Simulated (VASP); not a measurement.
Band structure of Li$_{2}$S (antifluorite). Computed with r2SCAN+rVV10, VASP's PBE PAW potentials (set 64) (plane waves; VASP).

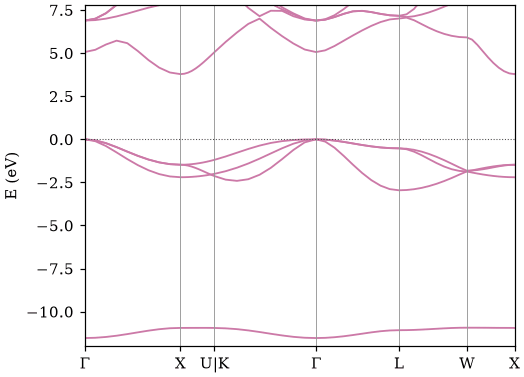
Figure: Bands along high-symmetry lines, zero at the valence-band maximum or, without a gap, the Fermi level

Task: Read the plot: is there a gap, and where are the band edges?

Result: The gap is indirect, 3.78 eV, from the valence maximum at Γ to the conduction minimum at X.

The compound is Li2S in the antifluorite structure. It was relaxed first.
